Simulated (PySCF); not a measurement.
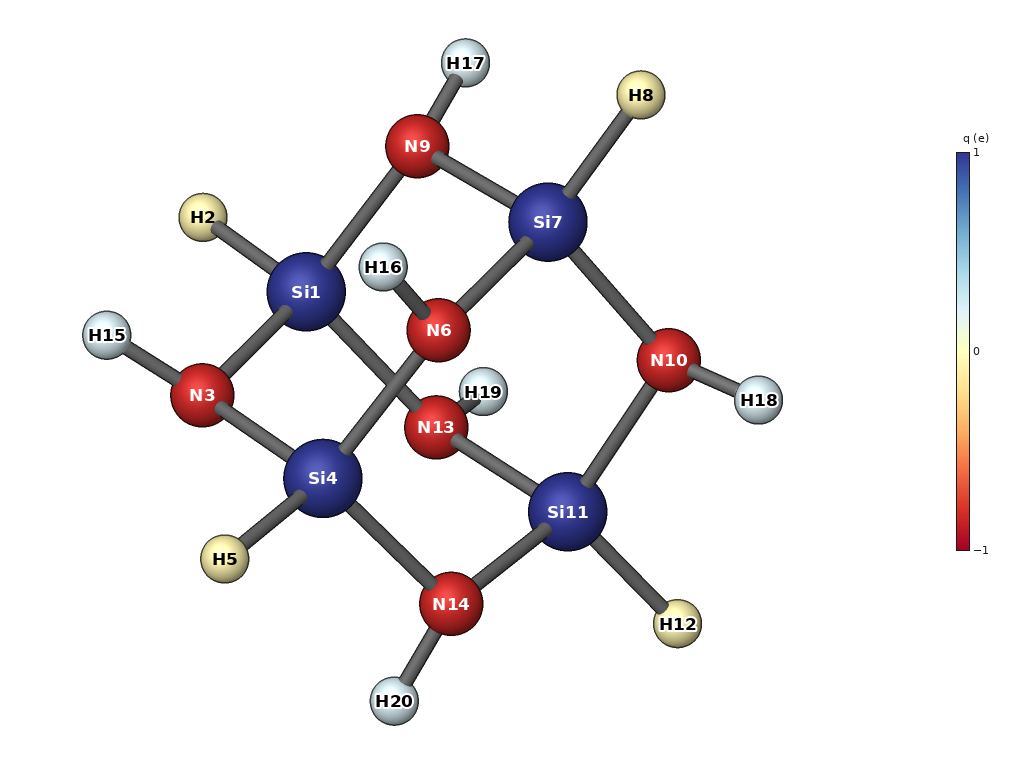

Atoms are coloured by their Mulliken charges. The geometry was computed by an optimisation with PBE0-D3(BJ)/def2-SVP. No frequency run is at hand to confirm it as a minimum. Level of theory: PBE0/pcSseg-1, gas phase (PySCF 2.14.0).

Give the Mulliken charges atom by atom.

| atom | value (e) |
| --- | --- |
| Si1 | 0.98 |
| H2 | −0.06 |
| N3 | −0.82 |
| Si4 | 0.98 |
| H5 | −0.06 |
| N6 | −0.83 |
| Si7 | 0.99 |
| H8 | −0.07 |
| N9 | −0.83 |
| N10 | −0.83 |
| Si11 | 0.99 |
| H12 | −0.07 |
| N13 | −0.83 |
| N14 | −0.82 |
| H15 | 0.21 |
| H16 | 0.21 |
| H17 | 0.21 |
| H18 | 0.21 |
| H19 | 0.21 |
| H20 | 0.21 |

Mulliken values depend strongly on the basis set and can even reverse the polarity of a bond.
